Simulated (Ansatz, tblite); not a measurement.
# GaCl2(OH) (Cl₂GaHO): spin states and exact exchange

Is the singlet the ground state of GaCl2(OH) (Cl₂GaHO)? Other spin states are computed and compared level by level.

Program: Ansatz 0.2.0, Gaussian basis. Level of theory: as each input shows. These are calculated values, not measurements.

Plan: triplet, at the geometry of the singlet (GFN1-xTB, GFN2-xTB, PBE0-D4/def2-TZVP, PBE-D4/def2-TZVP, r2SCAN-D4/def2-TZVP); the singlet's energies come from earlier runs.

## (1) The structure

The singlet was relaxed beforehand with PBE0-D4/def2-SVP.

5 atoms, charge 0, spin multiplicity 1.

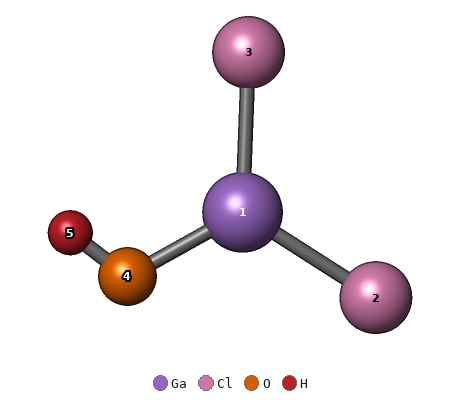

The structure; gallium purple, chlorine pink, oxygen orange, hydrogen red; atoms are numbered from 1 in the order of the file.

Geometry (Å):

```mol
Cl2GaHO
  3D, bonds by distance, orders not assigned

  5  4  0  0  0  0  0  0  0  0999 V2000
    0.3042    0.2501   -0.0572 Ga  0  0
    2.4106    0.3603   -0.2580 Cl  0  0
   -0.8796    2.0190   -0.1630 Cl  0  0
   -0.4376   -1.3298    0.1979 O   0  0
   -1.3975   -1.2997    0.2803 H   0  0
  1  2  8  0
  1  3  8  0
  1  4  8  0
  4  5  8  0
M  END
```

## (2) Triplet at the fixed geometry, GFN1-xTB

Tight binding, by tblite at 300 K electronic temperature and without a spin-polarisation term:

```python
tblite.interface.Calculator('GFN1-xTB', numbers, positions, charge=0, uhf=2).singlepoint()
```

Energy -407.7959 eV; 0.005 s.

## (3) Triplet at the fixed geometry, GFN2-xTB

Tight binding, by tblite at 300 K electronic temperature and without a spin-polarisation term:

```python
tblite.interface.Calculator('GFN2-xTB', numbers, positions, charge=0, uhf=2).singlepoint()
```

Energy -404.7385 eV; 0.006 s.

## (4) Triplet at the fixed geometry, PBE0-D4/def2-TZVP

Contents of in.yaml:

```yaml
crystal:
  periodic: [false, false, false]
  atoms:
    - {symbol: Ga, position_ang: [0.304152, 0.250129, -0.057222]}
    - {symbol: Cl, position_ang: [2.410598, 0.360316, -0.258017]}
    - {symbol: Cl, position_ang: [-0.879621, 2.019036, -0.162996]}
    - {symbol: O, position_ang: [-0.437622, -1.329807, 0.197914]}
    - {symbol: H, position_ang: [-1.397507, -1.299695, 0.280321]}
basis:
  gaussian: {orbitals: def2-TZVP}
magnetization: {spin_polarized: true, initial_magnetization: 2}
hamiltonian: {xc: pbe0, dispersion: d4}
scf: {omitted_lower_state_checks: [starts]}
output: {orbitals: {seedname: orbitals}}
```

Command:

```bash
$ ansatz run in.yaml --threads 4 --pin off --events-out ev --progress --plain --max-ram 3916MiB
```

Log:

```text
Functional definition: PBE0
  name "PBE0"
  cite "Adamo & Barone, J. Chem. Phys. 110, 6158 (1999) doi:10.1063/1.478522"
  cite "Perdew, Burke & Ernzerhof, Phys. Rev. Lett. 77, 3865 (1996) doi:10.1103/PhysRevLett.77.3865"
  parent pbe
  parameter a = 0.25
  parameter kappa = 0.804
  parameter beta = 0.06672455060314922
  exchange = (1 - a)*pbe_x(kappa = kappa, mu = beta*pi^2/3) + a*exact_x
  correlation = pbe_c(beta = beta)
these checks for a lower state are left out or cut short: starts
1144 factors; their error is unknown
mean field evaluation 1: about -79461.7904 eV, gradient 4.5e1 eV
mean field evaluation 2: about -79396.0096 eV, gradient 1.2e2 eV
mean field evaluation 4: about -79462.8363 eV, gradient 3.3e1 eV
mean field evaluation 8: about -79468.6032 eV, gradient 3.0e0 eV
mean field evaluation 16: about -79468.6534 eV, gradient 3.9e0 eV
mean field -79469.00213206 eV, -2920.4319623289 hartree, gradient 6.8e-6 eV, S^2 2.008541; 0 other end points of the search recorded, 0 dependent functions left out
reference -79469.00216047 eV, -2920.4319633731 hartree; 38, 36 occupied and 121, 123 virtual orbitals, 1144 factors
Total energy: -79469.11824584 eV, -2920.4362294316 hartree
Checks for a lower state left out: starts
```

Run time: 11 s. Hardware: 4 threads of Arm Neoverse V1, shared host; peak memory 0.89 GiB.

From the report: HOMO -3.59 eV, LUMO -7.76 eV (over both spins; with the spin held, an empty level of the minority spin lies below the top filled one); ⟨S²⟩ 2.009 (pure: 2.00).

## (5) Triplet at the fixed geometry, PBE-D4/def2-TZVP

start.molden holds the orbitals of an earlier run on this state, given as this run's starting guess.

in.yaml: that of step 4 with these lines changed.

```diff
@@ -9,5 +9,5 @@
 basis:
-  gaussian: {orbitals: def2-TZVP}
+  gaussian: {orbitals: def2-TZVP, initial_orbitals: start.molden}
 magnetization: {spin_polarized: true, initial_magnetization: 2}
-hamiltonian: {xc: pbe0, dispersion: d4}
+hamiltonian: {xc: pbe, dispersion: d4}
 scf: {omitted_lower_state_checks: [starts]}
```

Launched as before.

Log:

```text
Functional definition: PBE
  name "PBE"
  cite "Perdew, Burke & Ernzerhof, Phys. Rev. Lett. 77, 3865 (1996) doi:10.1103/PhysRevLett.77.3865"
  parent pbe
  parameter kappa = 0.804
  parameter beta = 0.06672455060314922
  exchange = pbe_x(kappa = kappa, mu = beta*pi^2/3)
  correlation = pbe_c(beta = beta)
these checks for a lower state are left out or cut short: starts
1075 factors; their error is unknown
mean field evaluation 1: about -79466.5391 eV, gradient 1.0e1 eV
mean field evaluation 2: about -79466.6802 eV, gradient 2.4e-1 eV
mean field evaluation 4: about -79466.6700 eV, gradient 1.5e-1 eV
mean field evaluation 8: about -79466.6701 eV, gradient 6.2e-5 eV
mean field evaluation 16: about -79466.6701 eV, gradient 1.8e-6 eV
mean field -79466.67009604 eV, -2920.3462615859 hartree, gradient 1.8e-6 eV, S^2 2.002358; 0 other end points of the search recorded, 0 dependent functions left out
reference -79466.67013426 eV, -2920.3462629906 hartree; 38, 36 occupied and 121, 123 virtual orbitals, 1075 factors
Total energy: -79466.80515011 eV, -2920.3512247315 hartree
Checks for a lower state left out: starts
```

It took 3.8 s on 4 threads of Arm Neoverse V1, shared host.

HOMO -2.82 eV, LUMO -8.04 eV (over both spins; with the spin held, an empty level of the minority spin lies below the top filled one); ⟨S²⟩ 2.002 (pure: 2.00).

## (6) Triplet at the fixed geometry, r2SCAN-D4/def2-TZVP

in.yaml: that of step 5 with these lines changed.

```diff
@@ -11,3 +11,3 @@
 magnetization: {spin_polarized: true, initial_magnetization: 2}
-hamiltonian: {xc: pbe, dispersion: d4}
+hamiltonian: {xc: r2scan, dispersion: d4}
 scf: {omitted_lower_state_checks: [starts]}
```

The command is unchanged.

Log, shortened:

```text
Functional definition: r2SCAN
  name "r2SCAN"
  cite "Furness, Kaplan, Ning, Perdew & Sun, J. Phys. Chem. Lett. 11, 8208 (2020) doi:10.1021/acs.jpclett.0c02405"
  cite "Furness, Kaplan, Ning, Perdew & Sun, J. Phys. Chem. Lett. 11, 9248 (2020) doi:10.1021/acs.jpclett.0c03077"
  parent r2scan
[...]
1075 factors; their error is unknown
[...]
mean field -79483.78974384 eV, -2920.9753970384 hartree, gradient 5.1e-6 eV, S^2 2.005526; 0 other end points of the search recorded, 0 dependent functions left out
reference -79483.78975570 eV, -2920.9753974743 hartree; 38, 36 occupied and 121, 123 virtual orbitals, 1075 factors
Total energy: -79483.82003795 eV, -2920.9765103266 hartree
Checks for a lower state left out: starts
```

Run time: 14 s. Hardware: 4 threads of Arm Neoverse V1, shared host.

From the report: HOMO -2.92 eV, LUMO -8.22 eV (over both spins; with the spin held, an empty level of the minority spin lies below the top filled one); ⟨S²⟩ 2.006 (pure: 2.00).

## (7) Triplet less singlet, vertical

The singlet's energies are those of its earlier runs, whose logs aren't repeated here.

| level | triplet less singlet, vertical (kJ/mol) | time |
| --- | --- | --- |
| GFN1-xTB | +610.4 | 0.009 s |
| GFN2-xTB | +415.8 | 0.01 s |
| PBE-D4/def2-TZVP | +509.7 | 4.9 s |
| r2SCAN-D4/def2-TZVP | +545.0 | 17 s |
| PBE0-D4/def2-TZVP | +579.1 | 13 s |

Times add the two runs; a level without a time comes out of a correlated run. Tight binding without a spin term can't rank spin states.

## (8) Summary of results

```
                                                quantity                                       value
triplet less singlet, vertical, functionals in def2-TZVP  +509.7 (PBE-D4) to +579.1 kJ/mol (PBE0-D4)
```

In words: All functionals put the triplet above the singlet, over a spread of 69.4 kJ/mol. The checks for a lower triplet were left out, so another state of that spin may lie lower. These are electronic energies, without zero-point motion, entropy or surroundings.
